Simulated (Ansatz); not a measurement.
AlFGeH5NO

Input

```
crystal:
  periodic: [false, false, false]
  atoms:
    - {symbol: Al, position_ang: [1.358956, -0.588317, -0.982773]}
    - {symbol: F, position_ang: [0.070893, -1.534406, -0.421975]}
    - {symbol: Ge, position_ang: [1.340143, 1.996853, -0.102023]}
    - {symbol: N, position_ang: [1.997658, 0.357736, 0.754703]}
    - {symbol: O, position_ang: [0.890711, 1.069726, -1.530981]}
    - {symbol: H, position_ang: [2.544660, -1.340557, -1.732806]}
    - {symbol: H, position_ang: [1.486891, 0.062381, 1.599466]}
    - {symbol: H, position_ang: [3.002739, 0.341455, 0.978269]}
    - {symbol: H, position_ang: [0.171032, 2.571042, 0.737488]}
    - {symbol: H, position_ang: [2.536168, 2.966901, -0.278099]}
basis:
  gaussian:
    orbitals: def2-TZVPD
hamiltonian:
  xc: {name: PBE0}
output:
  forces: true
  orbitals: {seedname: orbitals}
```

Launched as:

```sh
ansatz run input.yaml --threads 2 --pin off --max-ram 4350MiB --events-out events.jsonl --progress --plain --runs-dir runs
```

Geometry: PBE-D3(BJ)/def2-SVP.

Theory: isolated molecule in a Gaussian basis; Kohn-Sham density functional theory, functional PBE0 (Ansatz 0.2.0).

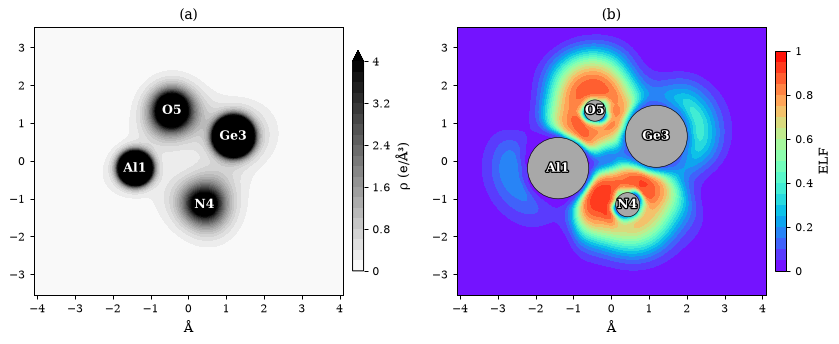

Figure 1. (a) electron density; (b) electron localisation function on the plane of atoms N4, Al1 and O5. Grey discs cover the atomic cores in the ELF map.

> Read the bonding off the picture.

- The section cuts through Al, Ge, N and O sites.
- Ge–O (1.76 Å): ρ at the midpoint is about 1.1 e/Å³; the ELF peaks at about 0.80 in the valence shell of O, 0.6 Å from its nucleus, and is about 0.35 at the midpoint.
- Al–O (1.81 Å): the density is about 0.72 e/Å³ at the midpoint; the ELF peaks at about 0.85 in the valence shell of O, 0.7 Å from its nucleus, and is about 0.45 at the midpoint.
- Ge–N (1.96 Å): the density is about 0.76 e/Å³ at the midpoint; the ELF peaks at about 0.90 in the valence shell of N, 0.7 Å from its nucleus, and is about 0.55 at the midpoint.
- Al–N (2.08 Å): the density is about 0.47 e/Å³ at the midpoint; the ELF peaks at about 0.95 in the valence shell of N, 0.7 Å from its nucleus, and is about 0.75 at the midpoint.
- The ELF also peaks beside O5, away from the bonds: lone-pair regions.

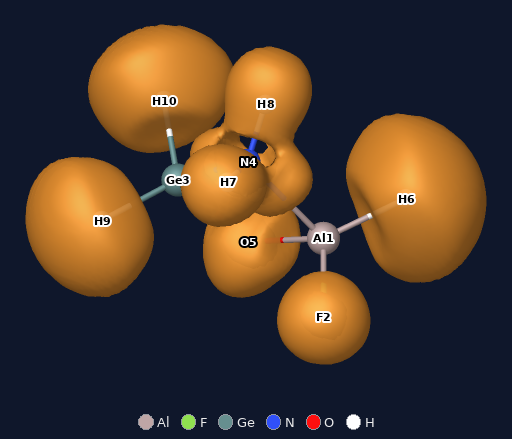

Figure 2. Isosurface of the ELF at 0.75 (orange), seen at an oblique angle. Core shells and regions of very low density are left out.

> Where are the electrons localised?

The surface consists of three regions around hydrogen nuclei, one region wrapped around F (its valence shell), one region wrapped around O (its valence shell) and one joined region spread over several atoms (H, N), in which their bonds and any lone pairs are merged.


Al–F (1.69 Å): the ELF peaks at about 0.85 in the valence shell of F, 0.6 Å from its nucleus, and is about 0.40 at the midpoint.

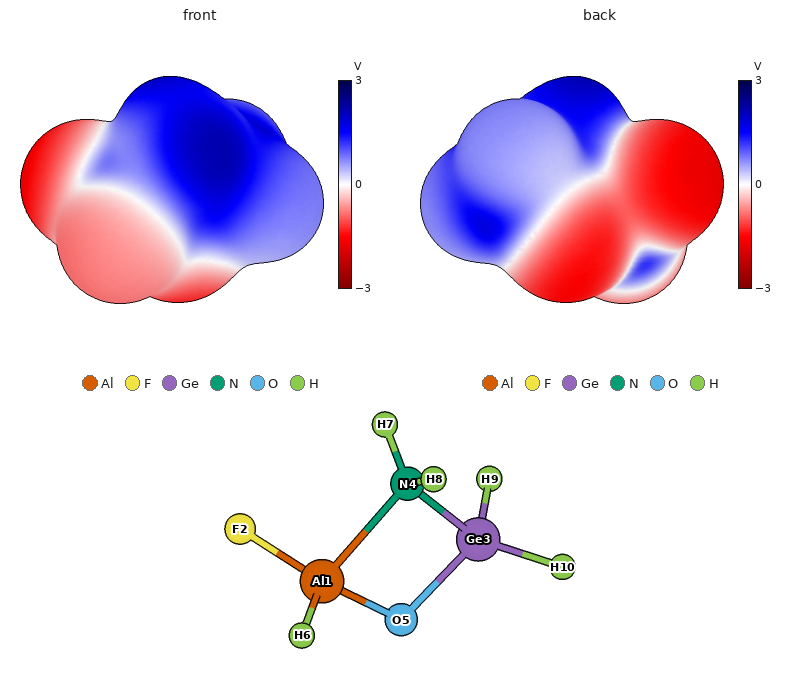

Figure 3. The electrostatic potential painted on the density surface at 0.001 e/bohr³, seen from the front and from behind; the colour scale runs from red (negative) to blue (positive). The bare structure is drawn below in the same view.

> Describe the electrostatic potential map.

The most negative region (about −1.7 V, or −39 kcal/mol for a unit charge) lies over F2, the most positive (about +2.1 V, or +48 kcal/mol for a unit charge) over H8.

> What dipole moment does the calculation give?

Its dipole moment is 5.86 D.
